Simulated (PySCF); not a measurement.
System: C3H10B2OS (SMILES BSCCBOC).

Input

```
{"job": {"kind": "uv", "xc": "B3LYP", "basis": "def2-SVPD", "nstates": 8, "ntriplets": 3}, "charge": 0, "multiplicity": 1}
B     -2.960978     1.448683     0.271363
S     -2.799001    -0.002929    -0.679836
C     -1.427802    -0.923368     0.147467
C     -0.067112    -0.325942    -0.163742
B      1.164105    -1.090271     0.516887
O      2.428523    -0.731696     0.341501
C      2.862314     0.352201    -0.447160
H     -3.763907     2.222707    -0.071672
H     -2.288028     1.617915     1.211810
H     -1.500530    -1.942688    -0.226839
H     -1.629599    -0.919660     1.216695
H     -0.060641     0.723069     0.152504
H      0.062801    -0.307597    -1.250893
H      1.015470    -2.017585     1.220369
H      2.421369     0.317043    -1.446240
H      3.948646     0.292648    -0.526753
H      2.587372     1.299503     0.023551
```

Run with:

```sh
OMP_NUM_THREADS=1 python probes_run.py task.json out
```

Geometry: GFN2-xTB.

These are results of B3LYP/def2-SVPD, SCF density, gas phase in PySCF 2.14.0, not measurements.

What can the converged electron density and electron localisation function tell about the bonding?

B–O (1.33 Å): ρ is about 2.3 e/Å³ halfway; the ELF peaks at about 0.90 between the atoms, as expected for a short, strongly polar bond.
C–O (1.41 Å): ρ at the midpoint is about 2.1 e/Å³, with its minimum of 1.7 e/Å³ about 0.5 Å from C; the ELF peaks at about 0.90 between the atoms, as expected for a shared but strongly polarised pair.
C–C (1.52 Å): ρ is about 1.7 e/Å³ halfway; the ELF peaks at about 0.95 between the atoms (a covalent bond).
C–B (1.60 Å): ρ at the midpoint is about 1.4 e/Å³; the ELF peaks at about 1 between the atoms (a shared electron pair).

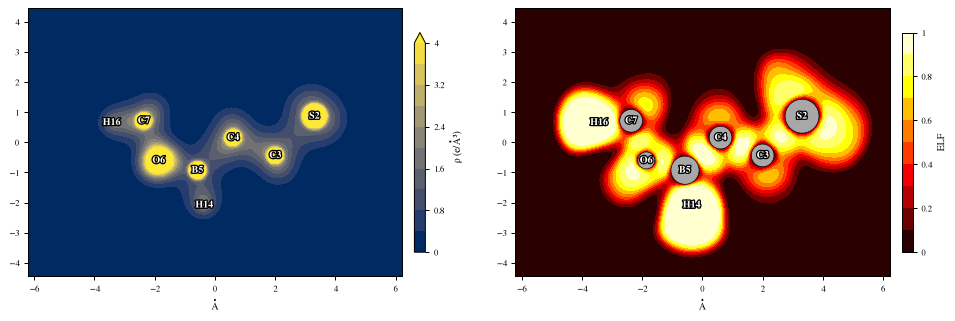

Computed electron density and electron localisation function on the plane of atoms B5, O6 and C7, in this order. Grey discs cover the atomic cores in the ELF map. 
